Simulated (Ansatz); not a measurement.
# B3LYP/6-31G(d) (spherical functions) run of [HO2]− (hydroperoxide(1-))

Aim: the vertical ionisation energy of [HO2]− (hydroperoxide(1-)) at B3LYP/6-31G* (spherical functions), from 2 runs. 

The calculation is run with Ansatz 0.2.0.

2 further runs of the same task are left out: 2 set aside as unsound or not needed.

## (1) Starting point

[HO2]−: 3 atoms, total charge -1, spin state singlet. SMILES: `[O-]O`. Geometry: relaxed at PBE0-D4/def2-TZVPD.

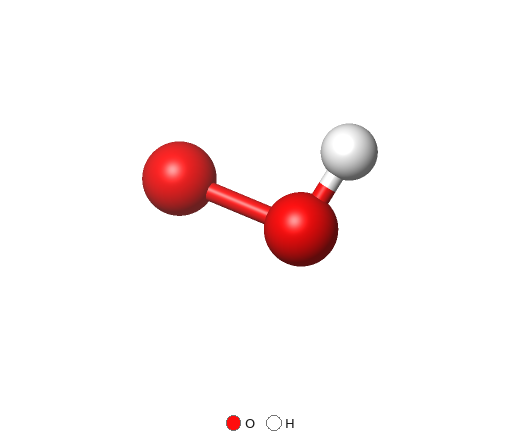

The structure, seen from a chosen angle (oxygen red, hydrogen white).

## (2) The energy at B3LYP/6-31G(d) (spherical functions)

Input file molecule.yaml:

```yaml
basis:
  gaussian:
    orbitals: 6-31G_st_-spherical.json
crystal:
  periodic: [false, false, false]
  atoms:
    - {symbol: O, position_ang: [-0.357760, 1.025590, -0.080830]}
    - {symbol: O, position_ang: [-0.242260, -0.445880, -0.180750]}
    - {symbol: H, position_ang: [0.600030, -0.579720, 0.261570]}
total_charge: -1
hamiltonian:
  xc: {name: B3LYP}
accuracy: high
output: {orbitals: {seedname: orbitals}}
```

The basis set 6-31G* is read from a file made from the Basis Set Exchange's data (not shown).

Command:

```sh
$ ansatz run molecule.yaml --threads 1 --pin off --max-ram 3480MiB --events-out events.jsonl --progress --plain --runs-dir runs
```

The log of the run:

```text
Warning: RAYON_NUM_THREADS=1 ignored (pool sized by the plan → 1); use --threads N
Functional definition: B3LYP
  name "B3LYP"
  parameter a0 = 0.2
  parameter ax = 0.72
  parameter ac = 0.81
  exchange = (1 - a0 - ax)*slater_x + ax*b88_x + a0*exact_x
  correlation = (1 - ac)*vwn_rpa_c + ac*lyp_c
544 factors; integrals over basis functions are off by at most 4.3e-9 eV
mean field evaluation 1: about -4104.5541 eV, gradient 2.4e1 eV
mean field evaluation 2: about -4103.0020 eV, gradient 3.9e1 eV
mean field evaluation 4: about -4105.7011 eV, gradient 1.1e0 eV
mean field evaluation 8: about -4105.6998 eV, gradient 3.5e-3 eV
mean field evaluation 16: about -4105.6998 eV, gradient 3.2e-7 eV
mean field -4105.69976072 eV, -150.8816832634 hartree, gradient 3.0e-8 eV, S^2 0.000000; 0 other end points of the search recorded, 0 dependent functions left out
reference -4105.69977829 eV, -150.8816839091 hartree; 9, 9 occupied and 21, 21 virtual orbitals, 544 factors
Total energy: -4105.69977829 eV, -150.8816839091 hartree
```

Wall time 0.66 s (1 thread of Arm Neoverse V2, shared host).

## (3) Doublet neutral HO2

Input file molecule.yaml:

```yaml
crystal:
  periodic: [false, false, false]
  atoms:
    - {symbol: O, position_ang: [-0.357760, 1.025590, -0.080830]}
    - {symbol: O, position_ang: [-0.242260, -0.445880, -0.180750]}
    - {symbol: H, position_ang: [0.600030, -0.579720, 0.261570]}
basis:
  gaussian:
    orbitals: 6-31G_st_-spherical.json
hamiltonian:
  xc: {name: B3LYP}
magnetization:
  spin_polarized: true
  initial_magnetization: 1
accuracy: high
output:
  orbitals: {seedname: orbitals}
```

The basis set 6-31G* is read from a file made from the Basis Set Exchange's data (not shown).

Command:

```sh
$ ansatz run molecule.yaml --threads 1 --pin off --max-ram 3480MiB --events-out events.jsonl --progress --plain --runs-dir runs
```

The log of the run, shortened:

```text
Warning: RAYON_NUM_THREADS=1 ignored (pool sized by the plan → 1); use --threads N
[... 7 set-up lines as earlier in the session ...]
541 factors; integrals over basis functions are off by at most 4.3e-9 eV
mean field evaluation 1: about -4104.7380 eV, gradient 1.5e1 eV
mean field evaluation 2: about -4105.0139 eV, gradient 1.3e1 eV
mean field evaluation 4: about -4105.6410 eV, gradient 3.0e0 eV
mean field evaluation 8: about -4105.7448 eV, gradient 1.5e-1 eV
mean field evaluation 16: about -4105.7453 eV, gradient 3.9e-4 eV
mean field evaluation 32: about -4105.7453 eV, gradient 6.4e-8 eV
mean field -4105.74525708 eV, -150.8833552236 hartree, gradient 6.4e-8 eV, S^2 0.753272; 1 other end points of the search recorded, 0 dependent functions left out
reference -4105.74527396 eV, -150.8833558441 hartree; 9, 8 occupied and 21, 22 virtual orbitals, 541 factors
Total energy: -4105.74527396 eV, -150.8833558441 hartree
```

Wall time 1.6 s (1 thread of Arm Neoverse V2, shared host); peak memory 0.1 GiB.

## (4) Summary of results

Level: B3LYP/6-31G* (spherical functions).

| quantity | value |
| --- | --- |
| singlet [HO2]−: total energy | -150.88168 Eh |
| singlet [HO2]−: HOMO energy | 3.99 eV |
| singlet [HO2]−: LUMO energy | 9.07 eV |
| singlet [HO2]−: HOMO–LUMO gap (to an unbound level, set by the basis) | 5.08 eV |
| doublet neutral HO2: total energy | -150.88336 Eh |
| doublet neutral HO2: HOMO energy (highest over α and β) | -8.03 eV |
| doublet neutral HO2: LUMO energy (lowest over α and β) | -3.85 eV |
| doublet neutral HO2: ⟨S²⟩ | 0.753 |
| vertical detachment energy (to the doublet neutral) | -0.045 eV |

In words: The species is unbound against losing an electron at this level, by 0.05 eV (−1.0 kcal/mol); missing correlation or diffuse functions can give that sign where the real anion is bound. The HOMO (singlet [HO2]−) lies at positive energy, 3.99 eV; only total energies tell whether the electron is bound.
